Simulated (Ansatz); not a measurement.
# BClH₄O₂Si: up Jacob's ladder to CCSD(T), part 2 of 2

Ansatz 0.2.0, Gaussian basis; functionals in def2-TZVPP, the program's frozen cores in correlated methods. The steps go on from the part before.

### 14 CAM-B3LYP-D4 (range-separated)

in.yaml reads:

```yaml
crystal:
  periodic: [false, false, false]
  atoms:
    - {symbol: O, position_ang: [-1.488844, 0.491114, 0.723104]}
    - {symbol: B, position_ang: [-0.230047, 0.993200, 0.686034]}
    - {symbol: Cl, position_ang: [0.150735, 2.510624, 1.524862]}
    - {symbol: O, position_ang: [0.744522, 0.354718, 0.017872]}
    - {symbol: Si, position_ang: [0.741010, -1.054418, -0.858048]}
    - {symbol: H, position_ang: [-2.103899, 1.027573, 1.228082]}
    - {symbol: H, position_ang: [2.126179, -1.242952, -1.344074]}
    - {symbol: H, position_ang: [-0.193316, -0.936441, -2.003719]}
    - {symbol: H, position_ang: [0.342160, -2.189717, 0.008788]}
basis:
  gaussian: {orbitals: def2-TZVPP}
hamiltonian: {xc: {name: CAM-B3LYP}, dispersion: d4}
output: {orbitals: {seedname: orbitals}}
```

Command:

```sh
ansatz run in.yaml --threads 4 --pin off --events-out ev --progress --plain --max-ram 10444MiB
```

The log of the run (excerpt; [...] marks lines left out):

```text
Functional definition: CAM-B3LYP
  name "CAM-B3LYP"
  cite "Yanai, Tew & Handy, Chem. Phys. Lett. 393, 51 (2004) doi:10.1016/j.cplett.2004.06.011"
  cite "Iikura, Tsuneda, Yanai & Hirao, J. Chem. Phys. 115, 3540 (2001) doi:10.1063/1.1383587"
  cite "Becke, Phys. Rev. A 38, 3098 (1988) doi:10.1103/PhysRevA.38.3098"
  cite "Lee, Yang & Parr, Phys. Rev. B 37, 785 (1988) doi:10.1103/PhysRevB.37.785"
  cite "Vosko, Wilk & Nusair, Can. J. Phys. 58, 1200 (1980) doi:10.1139/p80-159"
[...]
  # Exact exchange under (alpha + beta erf(omega r))/r, Becke's under what is left of 1/r.
[...]
1311 factors; their error is unknown
303 factors; integrals over basis functions are off by at most 1.4e-5 eV
[...]
mean field -25242.58277441 eV, -927.6478069226 hartree, gradient 5.2e-5 eV, S^2 0.000000; 0 other end points of the search recorded, 0 dependent functions left out
reference -25242.58291123 eV, -927.6478119505 hartree; 28, 28 occupied and 205, 205 virtual orbitals, 1311 factors
Total energy: -25242.75362440 eV, -927.6540855438 hartree
```

Wall time 2.1 s (4 threads of Intel Xeon Platinum 8375C at 2.90GHz, shared host); peak memory 0.65 GiB.

Atomisation energy: 3488.2 kJ/mol (free atoms -25206.601 eV, run apart). HOMO -10.52 eV, LUMO 0.92 eV.

### 15 LC-ωPBE (range-separated)

Edit in.yaml of step 14 so:

```diff
@@ -14,3 +14,3 @@
   gaussian: {orbitals: def2-TZVPP}
-hamiltonian: {xc: {name: CAM-B3LYP}, dispersion: d4}
+hamiltonian: {xc: {name: LC-wPBE}}
 output: {orbitals: {seedname: orbitals}}
```

The command is unchanged.

The log of the run (excerpt; [...] marks lines left out):

```text
Functional definition: LC-wPBE
  name "LC-wPBE"
  cite "Vydrov & Scuseria, J. Chem. Phys. 125, 234109 (2006) doi:10.1063/1.2409292"
  cite "Heyd & Scuseria, J. Chem. Phys. 120, 7274 (2004) doi:10.1063/1.1668634"
  cite "Ernzerhof & Perdew, J. Chem. Phys. 109, 3313 (1998) doi:10.1063/1.476928"
  cite "Perdew, Burke & Ernzerhof, Phys. Rev. Lett. 77, 3865 (1996) doi:10.1103/PhysRevLett.77.3865"
  parent pbe
[...]
1289 factors; their error is unknown
392 factors; integrals over basis functions are off by at most 2.7e-5 eV
[...]
mean field -25234.74890072 eV, -927.3599173744 hartree, gradient 6.3e-5 eV, S^2 0.000000; 0 other end points of the search recorded, 0 dependent functions left out
reference -25234.74890073 eV, -927.3599173747 hartree; 28, 28 occupied and 205, 205 virtual orbitals, 1289 factors
Total energy: -25234.74890073 eV, -927.3599173747 hartree
```

It took 1.9 s on 4 threads of Intel Xeon Platinum 8375C at 2.90GHz, shared host; peak memory 0.42 GiB.

With the free atoms at this level, -25199.001 eV in sum, the atomisation energy is 3449.1 kJ/mol. HOMO -11.98 eV, LUMO 2.16 eV.

### 16 ωB97X-V (range-separated)

Edit in.yaml of step 15 so:

```diff
@@ -14,3 +14,3 @@
   gaussian: {orbitals: def2-TZVPP}
-hamiltonian: {xc: {name: LC-wPBE}}
+hamiltonian: {xc: {name: wB97X-V}}
 output: {orbitals: {seedname: orbitals}}
```

Launched as before.

The log of the run (excerpt; [...] marks lines left out):

```text
Functional definition: wB97X-V
  name "wB97X-V"
  cite "Mardirossian & Head-Gordon, Phys. Chem. Chem. Phys. 16, 9904 (2014) doi:10.1039/C3CP54374A"
  cite "Becke, J. Chem. Phys. 107, 8554 (1997) doi:10.1063/1.475007"
  cite "Vydrov & Van Voorhis, J. Chem. Phys. 133, 244103 (2010) doi:10.1063/1.3521275"
[...]
      + integral(e_c_pw_opposite_spin*poly(b97_u_opposite, cos0, cos1)) + vv10(b, c)
1308 factors; their error is unknown
277 factors; integrals over basis functions are off by at most 2.1e-5 eV
[...]
mean field -25238.99076924 eV, -927.5158031672 hartree, gradient 2.0e-5 eV, S^2 0.000000; 0 other end points of the search recorded, 0 dependent functions left out
reference -25238.99076705 eV, -927.5158030867 hartree; 28, 28 occupied and 205, 205 virtual orbitals, 1308 factors
Total energy: -25238.99076705 eV, -927.5158030867 hartree
```

It took 4.7 s on 4 threads of Intel Xeon Platinum 8375C at 2.90GHz, shared host; peak memory 0.7 GiB.

With the free atoms at this level, -25202.898 eV in sum, the atomisation energy is 3482.4 kJ/mol. HOMO -11.59 eV, LUMO 1.97 eV.

### 17 ωB97M-V (range-separated)

Edit in.yaml of step 16 so:

```diff
@@ -14,3 +14,3 @@
   gaussian: {orbitals: def2-TZVPP}
-hamiltonian: {xc: {name: wB97X-V}}
-output: {orbitals: {seedname: orbitals}}
+hamiltonian: {xc: {name: wB97M-V}}
+output: {forces: true, orbitals: {seedname: orbitals}}
```

The command is unchanged.

The log of the run (excerpt; [...] marks lines left out):

```text
Functional definition: wB97M-V
  name "wB97M-V"
  cite "Mardirossian & Head-Gordon, J. Chem. Phys. 144, 214110 (2016) doi:10.1063/1.4952647"
  cite "Becke, J. Chem. Phys. 107, 8554 (1997) doi:10.1063/1.475007"
  cite "Vydrov & Van Voorhis, J. Chem. Phys. 133, 244103 (2010) doi:10.1063/1.3521275"
  # Of w^i u^j: cxij and so on, Table III.
[...]
  gx(w, u) = 1 - cx + cx01*u + cx10*w
  gss(w, u) = css00 + css04*u^4 + css10*w + css20*w^2 + css43*w^4*u^3
  gos(w, u) = cos00 + cos10*w + (cos20 + cos21*u)*w^2 + (cos60 + cos61*u)*w^6
[...]
      + integral(e_c_pw_mod_opposite_spin*gos(b97_w_opposite, b97_u_opposite)) + vv10(b, c)
1308 factors; their error is unknown
277 factors; integrals over basis functions are off by at most 2.1e-5 eV
[...]
Total energy: -25240.94606827 eV, -927.5876590810 hartree
Atom 0 at    -1.488844     0.491114     0.723104 Å, force    -0.189843    -0.040480     0.027222 eV/Å
Atom 1 at    -0.230047     0.993200     0.686034 Å, force     0.023249     0.060422     0.030917 eV/Å
Atom 2 at     0.150735     2.510624     1.524862 Å, force     0.017326     0.104419     0.060286 eV/Å
Atom 3 at     0.744522     0.354718     0.017872 Å, force     0.128368    -0.022613    -0.049023 eV/Å
Atom 4 at     0.741010    -1.054418    -0.858048 Å, force     0.015947    -0.215321    -0.138568 eV/Å
Atom 5 at    -2.103899     1.027573     1.228082 Å, force     0.025576    -0.032377    -0.027376 eV/Å
Atom 6 at     2.126179    -1.242952    -1.344074 Å, force    -0.174052     0.019465     0.058158 eV/Å
Atom 7 at    -0.193316    -0.936441    -2.003719 Å, force     0.108795    -0.012292     0.140436 eV/Å
Atom 8 at     0.342160    -2.189717     0.008788 Å, force     0.044635     0.138776    -0.102051 eV/Å
Dipole moment:    -0.242217    -0.130339    -0.013653 e Å
```

Wall time 6.5 s (4 threads of Intel Xeon Platinum 8375C at 2.90GHz, shared host); peak memory 0.82 GiB.

Atomisation energy: 3490.8 kJ/mol (free atoms -25204.766 eV, run apart). HOMO -11.43 eV, LUMO 1.60 eV.

### 18 B2PLYP (double hybrid)

Edit in.yaml of step 17 so:

```diff
@@ -14,3 +14,2 @@
   gaussian: {orbitals: def2-TZVPP}
-hamiltonian: {xc: {name: wB97M-V}}
-output: {forces: true, orbitals: {seedname: orbitals}}
+hamiltonian: {xc: {name: B2PLYP}}
```

Launched as before.

The log of the run (excerpt; [...] marks lines left out):

```text
Functional definition: B2PLYP
  name "B2PLYP"
  cite "Grimme, J. Chem. Phys. 124, 034108 (2006) doi:10.1063/1.2148954"
  cite "Becke, Phys. Rev. A 38, 3098 (1988) doi:10.1103/PhysRevA.38.3098"
  cite "Lee, Yang & Parr, Phys. Rev. B 37, 785 (1988) doi:10.1103/PhysRevB.37.785"
[...]
1406 factors; integrals over basis functions are off by at most 7.6e-4 eV
[...]
mean field -25225.82606420 eV, -927.0320091802 hartree, gradient 6.4e-6 eV, S^2 0.000000; 0 other end points of the search recorded, 0 dependent functions left out
13 core orbitals not correlated: weight in the atoms' cores, before any rotation towards them, 1.000 or more for the frozen orbitals, at most 0.000 for the correlated occupied ones
reference -25225.82624219 eV, -927.0320157213 hartree; 15, 15 occupied and 205, 205 virtual orbitals, 1406 factors
second order -28.83593447 eV of doubles, -0.00000000 eV of singles
Total energy: -25233.61194450 eV, -927.3181350037 hartree
```

It took 3.1 s on 4 threads of Intel Xeon Platinum 8375C at 2.90GHz, shared host; peak memory 0.58 GiB.

With the free atoms at this level, -25197.989 eV in sum, the atomisation energy is 3437.1 kJ/mol.

### 19 PBE-QIDH (double hybrid)

Edit in.yaml of step 18 so:

```diff
@@ -14,2 +14,2 @@
   gaussian: {orbitals: def2-TZVPP}
-hamiltonian: {xc: {name: B2PLYP}}
+hamiltonian: {xc: {name: PBE-QIDH}}
```

The command is unchanged.

The log of the run (excerpt; [...] marks lines left out):

```text
Functional definition: PBE-QIDH
  name "PBE-QIDH"
  cite "Brémond, Sancho-García, Pérez-Jiménez & Adamo, J. Chem. Phys. 141, 031101 (2014) doi:10.1063/1.4890314"
  cite "Perdew, Burke & Ernzerhof, Phys. Rev. Lett. 77, 3865 (1996) doi:10.1103/PhysRevLett.77.3865"
[...]
1406 factors; integrals over basis functions are off by at most 7.6e-4 eV
[...]
mean field -25216.75112135 eV, -926.6985111818 hartree, gradient 4.6e-6 eV, S^2 0.000000; 0 other end points of the search recorded, 0 dependent functions left out
13 core orbitals not correlated: weight in the atoms' cores, before any rotation towards them, 1.000 or more for the frozen orbitals, at most 0.000 for the correlated occupied ones
reference -25216.75113492 eV, -926.6985116805 hartree; 15, 15 occupied and 205, 205 virtual orbitals, 1406 factors
second order -26.82118151 eV of doubles, -0.00000000 eV of singles
Total energy: -25225.69152876 eV, -927.0270650940 hartree
```

It took 3.3 s on 4 threads of Intel Xeon Platinum 8375C at 2.90GHz, shared host; peak memory 0.59 GiB.

With the free atoms at this level, -25189.994 eV in sum, the atomisation energy is 3444.3 kJ/mol.

### 20 Frontier levels by functional

Dipoles come from the runs that computed forces. Levels, from each run's orbital file:

```
  functional  HOMO (eV)  LUMO (eV)  gap (eV)  dipole (D)
 LDA (SPW92)      -7.75      -1.09      6.66            
      PBE-D4      -7.61      -0.84      6.77        1.32
   revPBE-D4      -7.55      -0.72      6.83            
     BLYP-D4      -7.45      -0.74      6.71            
   r2SCAN-D4      -7.99      -0.37      7.62        1.34
      B97M-V      -8.12      -0.68      7.44            
     PBE0-D4      -9.10       0.02      9.12            
    B3LYP-D4      -8.81      -0.23      8.58        1.32
  r2SCANh-D4      -8.53      -0.09      8.44            
  r2SCAN0-D4      -9.36       0.31      9.67            
    HSE06-D4      -8.70      -0.35      8.34            
    BHLYP-D4     -10.45       0.79     11.24            
CAM-B3LYP-D4     -10.52       0.92     11.43            
     LC-ωPBE     -11.98       2.16     14.14            
     ωB97X-V     -11.59       1.97     13.56            
     ωB97M-V     -11.43       1.60     13.03        1.32
```

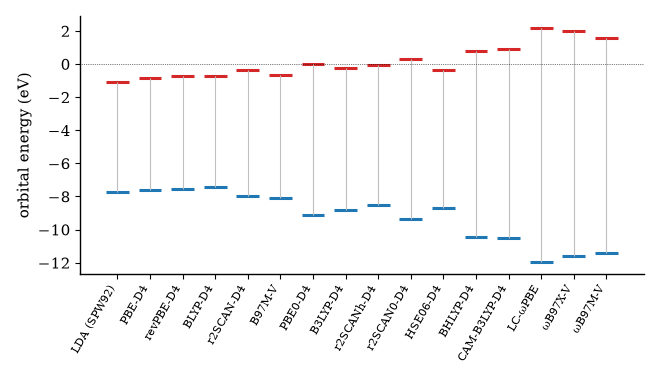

Highest occupied (blue) and lowest empty (red) level by functional.

### 21 CCSD(T) in def2-SVP

Edit in.yaml of step 19 so:

```diff
@@ -13,3 +13,3 @@
 basis:
-  gaussian: {orbitals: def2-TZVPP}
-hamiltonian: {xc: {name: PBE-QIDH}}
+  gaussian: {orbitals: def2-SVP}
+correlation: {method: ccsd_t}
```

The command is unchanged.

The log of the run (excerpt; [...] marks lines left out):

```text
Functional definition: HF
  name "HF"
  cite "Fock, Z. Phys. 61, 126 (1930) doi:10.1007/BF01340294"
  parent pbe
[...]
926 factors; integrals over basis functions are off by at most 1.2e-3 eV
[...]
mean field -25170.55567931 eV, -925.0008599994 hartree, gradient 1.7e-6 eV, S^2 0.000000; 0 other end points of the search recorded, 0 dependent functions left out
13 core orbitals not correlated: weight in the atoms' cores, before any rotation towards them, 1.000 or more for the frozen orbitals, at most 0.000 for the correlated occupied ones
reference -25170.55567931 eV, -925.0008599994 hartree; 15, 15 occupied and 70, 70 virtual orbitals, 926 factors
second order -18.43598908 eV of doubles, -0.00000000 eV of singles
cycle   1  -19.03432241 eV  change   -6.0e-1 eV  update   9.8e-2
[...]
cycle   8  -19.59641146 eV  change    2.7e-5 eV  update   3.3e-5
perturbative correction -0.45143904 eV, -0.0165900787 hartree
Total energy: -25190.60352981 eV, -925.7376049163 hartree
```

It took 2.1 s on 4 threads of Intel Xeon Platinum 8375C at 2.90GHz, shared host; peak memory 0.39 GiB.

### 22 CCSD(T) in def2-TZVPP

Edit in.yaml of step 21 so:

```diff
@@ -13,3 +13,4 @@
 basis:
-  gaussian: {orbitals: def2-SVP}
+  gaussian: {orbitals: def2-TZVPP}
 correlation: {method: ccsd_t}
+output: {orbitals: {seedname: orbitals}}
```

The command is unchanged.

The log of the run (excerpt; [...] marks lines left out):

```text
Functional definition: HF
  name "HF"
  cite "Fock, Z. Phys. 61, 126 (1930) doi:10.1007/BF01340294"
  parent pbe
[...]
1406 factors; integrals over basis functions are off by at most 7.6e-4 eV
[...]
mean field -25183.57332270 eV, -925.4792495702 hartree, gradient 2.5e-6 eV, S^2 0.000000; 0 other end points of the search recorded, 0 dependent functions left out
13 core orbitals not correlated: weight in the atoms' cores, before any rotation towards them, 1.000 or more for the frozen orbitals, at most 0.000 for the correlated occupied ones
reference -25183.57332270 eV, -925.4792495702 hartree; 15, 15 occupied and 205, 205 virtual orbitals, 1406 factors
second order -23.87411718 eV of doubles, -0.00000000 eV of singles
cycle   1  -24.29484413 eV  change   -4.2e-1 eV  update   1.0e-1
[...]
cycle   9  -24.96864892 eV  change   -1.9e-5 eV  update   1.4e-5
perturbative correction -0.93539965 eV, -0.0343753032 hartree
Total energy: -25209.47737128 eV, -926.4312057969 hartree
```

Wall time 49 s (4 threads of Intel Xeon Platinum 8375C at 2.90GHz, shared host); peak memory 4.1 GiB.

### 23 MP2 in def2-QZVPP

Edit in.yaml of step 22 so:

```diff
@@ -13,4 +13,3 @@
 basis:
-  gaussian: {orbitals: def2-TZVPP}
-correlation: {method: ccsd_t}
-output: {orbitals: {seedname: orbitals}}
+  gaussian: {orbitals: "def2-QZVPP.json"}
+correlation: {method: mp2}
```

The command is unchanged.

The log of the run:

```text
Functional definition: HF
  name "HF"
  cite "Fock, Z. Phys. 61, 126 (1930) doi:10.1007/BF01340294"
  parent pbe
  exchange = exact_x
  correlation = 0
2598 factors; integrals over basis functions are off by at most 8.5e-4 eV
mean field evaluation 1: about -25179.9788 eV, gradient 4.7e1 eV
mean field evaluation 2: about -25180.1187 eV, gradient 4.8e1 eV
mean field evaluation 4: about -25184.3564 eV, gradient 3.5e0 eV
mean field evaluation 8: about -25184.4066 eV, gradient 2.6e-1 eV
mean field -25184.40681792 eV, -925.5098799546 hartree, gradient 2.0e-6 eV, S^2 0.000000; 0 other end points of the search recorded, 0 dependent functions left out
13 core orbitals not correlated: weight in the atoms' cores, before any rotation towards them, 1.000 or more for the frozen orbitals, at most 0.000 for the correlated occupied ones
reference -25184.40681792 eV, -925.5098799546 hartree; 15, 15 occupied and 403, 403 virtual orbitals, 2598 factors
second order -25.89015892 eV of doubles, -0.00000000 eV of singles
Total energy: -25210.29697684 eV, -926.4613257458 hartree
```

It took 11 s on 4 threads of Intel Xeon Platinum 8375C at 2.90GHz, shared host; peak memory 2.2 GiB.

Energy pieces by basis (eV):

```
     basis           HF  MP2 correlation  CCSD correlation      (T)              total
  def2-SVP  -25170.5557         -18.4360          -19.5964  -0.4514        -25190.6035
def2-TZVPP  -25183.5733         -23.8741          -24.9686  -0.9354        -25209.4774
def2-QZVPP  -25184.4068         -25.8902                             -25210.2970 (MP2)
```

The report of the def2-TZVPP run gives T1 = 0.0118.

### 24 From triple and quadruple zeta to the limit

This step is arithmetic on the last runs, with X = 3 and 4: exp(−7.88√X) for Hartree-Fock, X^−2.97 for correlation; only MP2 was run in the larger set, so CCSD(T) minus MP2 is added from the smaller one.

```
  level  energy at the limit (eV)
     HF               -25184.5216
    MP2               -25211.9051
   CCSD               -25212.9997
CCSD(T)               -25213.9351
```

### 25 RPA on PBE orbitals

Edit in.yaml of step 23 so:

```diff
@@ -13,3 +13,4 @@
 basis:
-  gaussian: {orbitals: "def2-QZVPP.json"}
-correlation: {method: mp2}
+  gaussian: {orbitals: def2-TZVPP}
+hamiltonian: {xc: pbe}
+correlation: {method: rpa}
```

Launched as before.

The log of the run (excerpt; [...] marks lines left out):

```text
Functional definition: PBE
  name "PBE"
  cite "Perdew, Burke & Ernzerhof, Phys. Rev. Lett. 77, 3865 (1996) doi:10.1103/PhysRevLett.77.3865"
  parent pbe
[...]
1406 factors; integrals over basis functions are off by at most 7.6e-4 eV
[...]
mean field -25228.71531169 eV, -927.1381870671 hartree, gradient 3.4e-6 eV, S^2 0.000000; 0 other end points of the search recorded, 0 dependent functions left out
13 core orbitals not correlated: weight in the atoms' cores, before any rotation towards them, 1.000 or more for the frozen orbitals, at most 0.000 for the correlated occupied ones
reference -25181.84523558 eV, -925.4157435399 hartree; 15, 15 occupied and 205, 205 virtual orbitals, 1406 factors
Total energy: -25220.62162576 eV, -926.8407495955 hartree
```

It took 3 s on 4 threads of Intel Xeon Platinum 8375C at 2.90GHz, shared host; peak memory 0.51 GiB.

RPA correlation: -38.776 eV. No RPA run of the hydrogen atom was made, so RPA has no atomisation energy below.

### 26 All levels against the reference

Free atoms (2 O, 1 B, 1 Cl, 1 Si, 4 H) were run apart at each level; the atomisation energy is their sum less the molecule, without zero-point or spin-orbit terms.

```
            method             rung  atomisation energy (kJ/mol)  from CCSD(T)/CBS (kJ/mol)   time
       LDA (SPW92)              LDA                       3957.9                     +480.7    1 s
            PBE-D4              GGA                       3508.3                      +31.1  1.7 s
         revPBE-D4              GGA                       3416.0                      -61.2  1.4 s
           BLYP-D4              GGA                       3454.0                      -23.2  1.4 s
         r2SCAN-D4         meta-GGA                       3492.0                      +14.8  2.8 s
            B97M-V         meta-GGA                       3491.9                      +14.7  4.5 s
           PBE0-D4           hybrid                       3447.7                      -29.5  1.9 s
          B3LYP-D4           hybrid                       3458.8                      -18.4    3 s
        r2SCANh-D4           hybrid                       3466.0                      -11.2  3.1 s
        r2SCAN0-D4           hybrid                       3428.7                      -48.5    3 s
          HSE06-D4           hybrid                       3450.4                      -26.8  2.1 s
          BHLYP-D4           hybrid                       3366.2                     -111.0  1.9 s
      CAM-B3LYP-D4  range-separated                       3488.2                      +11.0  2.1 s
           LC-ωPBE  range-separated                       3449.1                      -28.1  1.9 s
           ωB97X-V  range-separated                       3482.4                       +5.2  4.7 s
           ωB97M-V  range-separated                       3490.8                      +13.6  6.5 s
            B2PLYP    double hybrid                       3437.1                      -40.1  3.1 s
          PBE-QIDH    double hybrid                       3444.3                      -32.9  3.3 s
     HF/def2-TZVPP     wavefunction                       2595.9                     -881.3       
    MP2/def2-TZVPP     wavefunction                       3478.2                       +1.0       
   CCSD/def2-TZVPP     wavefunction                       3332.0                     -145.2       
  CCSD(T)/def2-SVP     wavefunction                       3270.6                     -206.6  2.1 s
CCSD(T)/def2-TZVPP     wavefunction                       3382.2                      -95.0   49 s
           MP2/CBS     wavefunction                       3573.1                      +95.9       
       CCSD(T)/CBS     wavefunction                       3477.2                          0   60 s
```

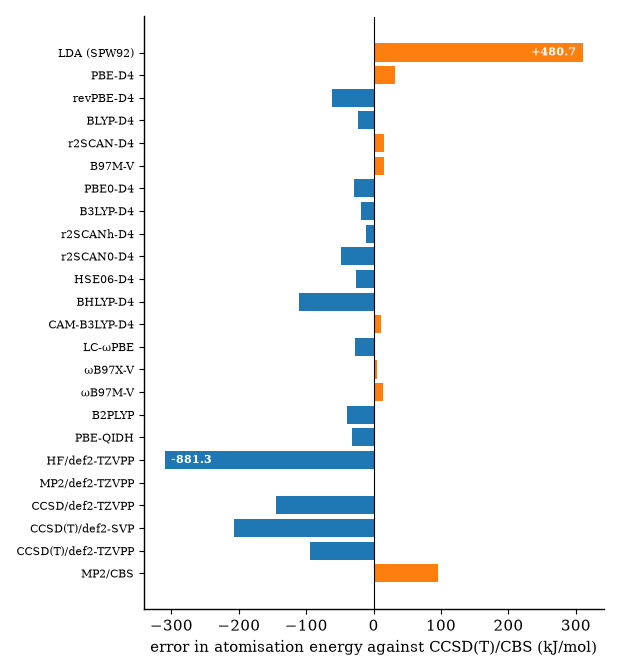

How far each level lands from CCSD(T)/CBS. Bars with a number in them are cut short.

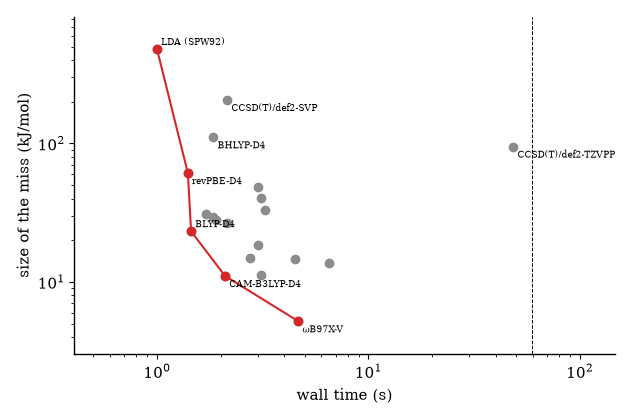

Miss against cost. Red marks the levels that no quicker level drawn beats (of those quicker than the yardstick), and the dashed line is the time of CCSD(T)/CBS. Only those levels and the largest misses are named. Times are from a shared host.

LDA (SPW92), LC-ωPBE, B2PLYP, PBE-QIDH carry no dispersion term (for B3LYP, D4 adds 30.9 kJ/mol).

Times are those of the molecule's run; HF, MP2 and CCSD come out of the CCSD(T) runs, and the limit's time is the sum of the runs that it needs.

### 27 Outcome

This closing draws on all 2 parts.

| quantity | value |
| --- | --- |
| atomisation energy, CCSD(T)/CBS | 3477.2 kJ/mol |
| functionals within 17.4 kJ/mol (0.5 %) | r2SCAN-D4, B97M-V, r2SCANh-D4, CAM-B3LYP-D4, ωB97X-V, ωB97M-V |
| farthest beyond LDA | BHLYP-D4 (-111.0 kJ/mol) |
| mean size of error, GGA | 38.5 kJ/mol |
| mean size of error, meta-GGA | 14.8 kJ/mol |
| mean size of error, hybrid | 40.9 kJ/mol |
| mean size of error, range-separated | 14.5 kJ/mol |
| mean size of error, double hybrid | 36.5 kJ/mol |
| gap, smallest and largest | 6.66 eV (LDA (SPW92)), 14.14 eV (LC-ωPBE) |
| T1 diagnostic | 0.0118 |
| triples share of the correlation energy | 3.6 % |

**Reading.** LDA overbinds by 480.7 kJ/mol (14 %). PBE-D4 is off by +31.1 kJ/mol. Double hybrids carry the basis error of their MP2 part in triple zeta, and no dispersion term here, so their miss is partly the set-up's. The rungs range-separated, meta-GGA miss on average by less than the doubt on the reference (17.4 kJ/mol), so they tie. Misses under about 17.4 kJ/mol are within the doubt on the reference itself, which lacks core-valence correlation, relativity and higher excitations. Hartree-Fock recovers 75 % of the binding; the rest is correlation. CCSD(T) in def2-SVP is off by -206.6 kJ/mol, so the small basis spoils what the method gains. The gap grows from 6.7 to 14.1 eV across the functionals, mostly with the share of exact exchange.

For cost: ωB97X-V gets within 5.2 kJ/mol in 4.7 s, where CCSD(T)/CBS took 60 s; the quickest level in the cost chart, LDA (SPW92), takes 1 s and misses by 480.7 kJ/mol.
